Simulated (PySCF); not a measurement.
**C₄H₁₃FN₂Si₂: density, localisation and related maps**

```yaml
atoms:
  - { symbol: C, position_ang: [-1.3839, -1.4043, 0.8773] }
  - { symbol: N, position_ang: [-1.5625, -0.2372, 0.0487] }
  - { symbol: C, position_ang: [-2.9180, -0.1111, -0.4277] }
  - { symbol: Si, position_ang: [-0.5554, 1.1475, 0.2005] }
  - { symbol: N, position_ang: [-0.7679, 2.0173, -1.2747] }
  - { symbol: C, position_ang: [1.1958, 0.4638, 0.5043] }
  - { symbol: F, position_ang: [1.6209, 0.5831, 1.7996] }
  - { symbol: C, position_ang: [2.0399, -0.0715, -0.3696] }
  - { symbol: Si, position_ang: [3.7636, -0.6996, 0.0562] }
  - { symbol: H, position_ang: [-0.3461, -1.4815, 1.1911] }
  - { symbol: H, position_ang: [-1.6466, -2.3030, 0.3110] }
  - { symbol: H, position_ang: [-2.0178, -1.3683, 1.7717] }
  - { symbol: H, position_ang: [-3.1800, -0.9797, -1.0390] }
  - { symbol: H, position_ang: [-3.6319, -0.0507, 0.4020] }
  - { symbol: H, position_ang: [-3.0057, 0.7884, -1.0283] }
  - { symbol: H, position_ang: [-0.8430, 2.1158, 1.2666] }
  - { symbol: H, position_ang: [-0.2338, 2.8589, -1.4100] }
  - { symbol: H, position_ang: [-0.8146, 1.4984, -2.1366] }
  - { symbol: H, position_ang: [1.6761, -0.1509, -1.3837] }
  - { symbol: H, position_ang: [4.5045, -0.8389, -1.2017] }
  - { symbol: H, position_ang: [3.6557, -2.0068, 0.7110] }
  - { symbol: H, position_ang: [4.4401, 0.2496, 0.9385] }
```

Geometry: GFN2-xTB.

Level of theory: PBE0/pcSseg-1, SCF density, gas phase, non-relativistic (PySCF).

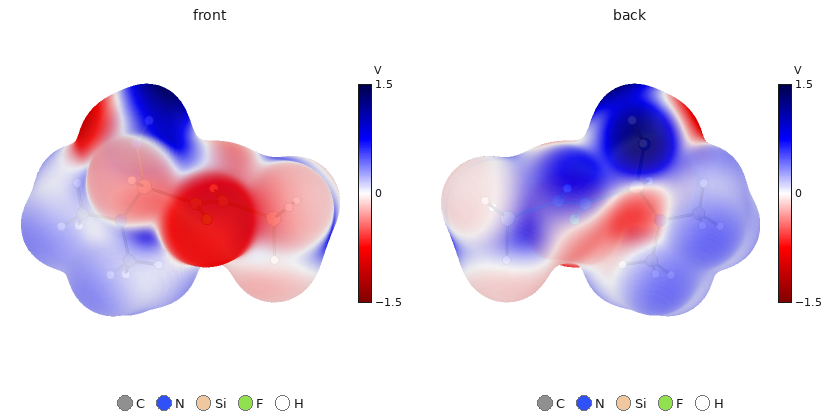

Figure 1. The electrostatic potential painted on the density surface at 0.001 e/bohr³, seen from the front and from behind; red is negative and blue positive.

Describe the electrostatic potential map.

The most negative region (about −0.9 V) lies over N5, the most positive (about +1.3 V) over H17 and H18.

How polar is the molecule by this calculation?

Its dipole moment is 2.19 D.

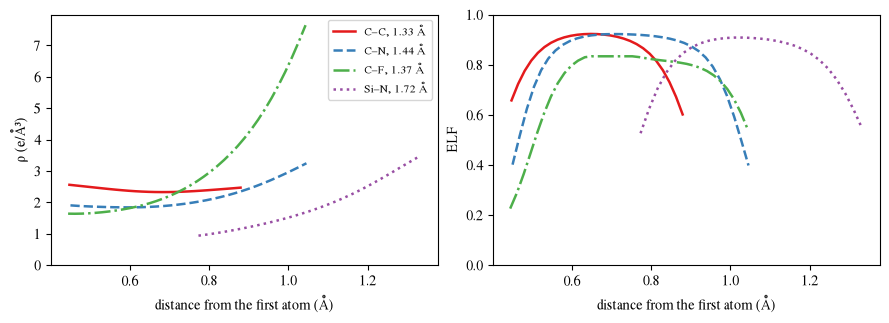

Figure 2. Electron density and electron localisation function along straight lines between neighbouring atoms. The curves leave out the atomic cores.

Compare the contacts.

C–C (1.33 Å): ρ is about 2.3 e/Å³ halfway; the ELF peaks at about 0.90 between the atoms: a short, multiple covalent bond.
C–N (1.44 Å): ρ is about 1.9 e/Å³ halfway; the ELF peaks at about 0.90 between the atoms, as expected for a covalent bond.
C–F (1.37 Å): ρ is about 2.1 e/Å³ halfway, with its minimum of 1.6 e/Å³ about 0.5 Å from C; the ELF peaks at about 0.85 between the atoms, as expected for a shared but strongly polarised pair.
Si–N (1.72 Å): the density is about 1.1 e/Å³ at the midpoint; the ELF peaks at about 0.90 between the atoms; a polar covalent bond.
